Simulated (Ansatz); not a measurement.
## Electronic structure of C$_{2}$H$_{8}$GeO (SMILES CC[O][GeH3]) in real space

Input file:

```
crystal:
  periodic: [false, false, false]
  atoms:
    - {symbol: C, position_ang: [-1.130133, 1.565170, 0.244004]}
    - {symbol: C, position_ang: [-0.118528, 0.469332, 0.474448]}
    - {symbol: O, position_ang: [-0.077298, -0.364018, -0.664329]}
    - {symbol: Ge, position_ang: [1.049836, -1.740047, -0.651196]}
    - {symbol: H, position_ang: [-2.120129, 1.138913, 0.070270]}
    - {symbol: H, position_ang: [-1.183493, 2.226837, 1.112214]}
    - {symbol: H, position_ang: [-0.855255, 2.159368, -0.629693]}
    - {symbol: H, position_ang: [-0.392601, -0.111380, 1.368375]}
    - {symbol: H, position_ang: [0.871877, 0.908850, 0.667896]}
    - {symbol: H, position_ang: [2.487708, -1.210606, -0.480307]}
    - {symbol: H, position_ang: [0.849615, -2.427802, -2.004306]}
    - {symbol: H, position_ang: [0.695300, -2.669716, 0.526523]}
basis:
  gaussian: {orbitals: def2-TZVPP}
hamiltonian: {xc: pbe0, dispersion: d4}
output: {orbitals: {seedname: orbitals}}
```

Command:

```sh
ansatz run in.yaml --threads 4 --pin off --events-out ev --progress --plain --max-ram 10444MiB
```

Geometry: PBE0-D4/def2-TZVP.

Theory: RKS PBE0-D4/def2-TZVPP in Ansatz.

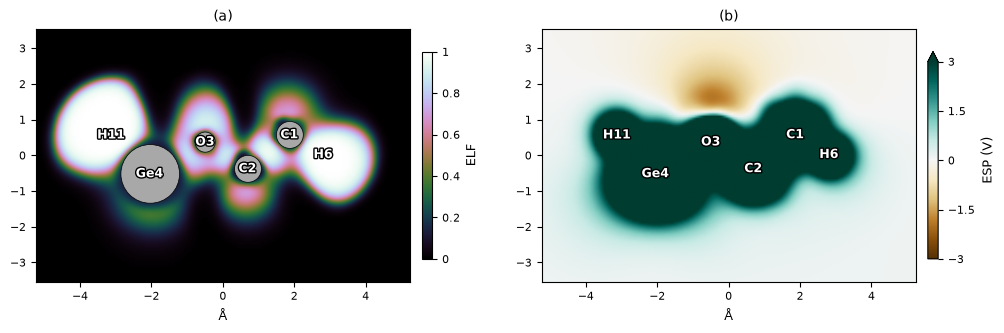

Figure 1. (a) ELF; (b) molecular electrostatic potential on the plane of atoms C1, C2 and O3. Grey discs cover the atomic cores in the ELF map.

Q: What does the map show?

A: The section cuts through C, O, Ge and H sites. C–O (1.41 Å): the ELF peaks at about 0.85 between the atoms: a shared but strongly polarised pair. C–C (1.51 Å): the ELF peaks at about 0.95 between the atoms (a shared electron pair). Ge–O (1.78 Å): the ELF peaks at about 0.85 in the valence shell of O, 0.6 Å from its nucleus, and is about 0.35 at the midpoint. C–H (1.09 Å): the ELF climbs to about 1 towards the hydrogen, as it does in any bond to H (an ordinary covalent bond to hydrogen). Ge–H (1.53 Å): the ELF climbs to about 1 towards the hydrogen. The ELF also peaks beside O3, away from the bonds: lone-pair regions. Outside the dense part of the molecule the potential is most negative (−1.9 V) near O3.

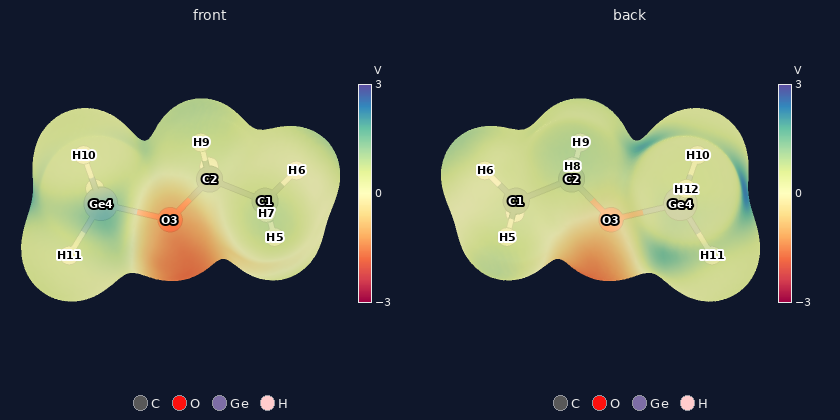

Figure 2. The molecular electrostatic potential painted on the density surface at 0.004 e/bohr³, seen from the front and from behind; the colour scale runs from red (negative) to blue (positive).

Q: Which sites attract a positive test charge, and which a negative one?

A: A positive charge is drawn to the negative regions and a negative charge to the positive ones. The most negative region (about −1.7 V, or −39 kcal/mol for a unit charge) lies over O3, the most positive (about +2.2 V, or +51 kcal/mol for a unit charge) over Ge4. O3 is the likeliest acceptor of a hydrogen bond.

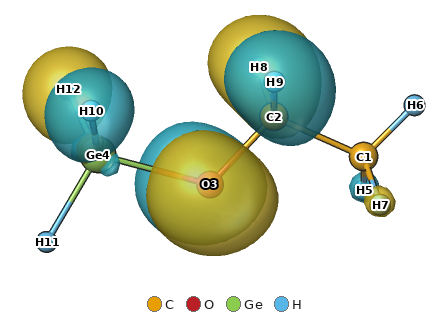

Figure 3. The HOMO at ±0.1 Å⁻³ᐟ² (yellow and cyan are the two phases), seen across its widest extent.

Q: Where does this orbital lie, and at what energy?

A: Its weight (Hirshfeld) is mainly on O3 (about 55 %), C2 (about 10 %), Ge4 (about 10 %), H8 (about 5 %) and H9 (about 5 %). Its energy is −7.69 eV.

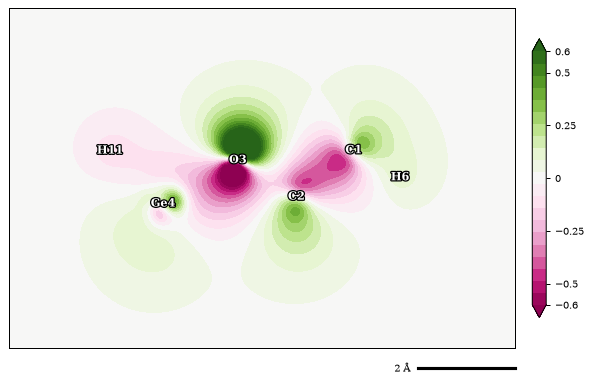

Figure 4. The HOMO−1 on the plane of atoms C2, C1 and H6 (values in Å⁻³ᐟ²; the overall sign is arbitrary).

Q: What is the character of this orbital?

A: By Hirshfeld shares it lies mainly on O3 (about 50 %), C2 (about 15 %), Ge4 (about 10 %) and C1 (about 10 %). Its energy is −8.57 eV.
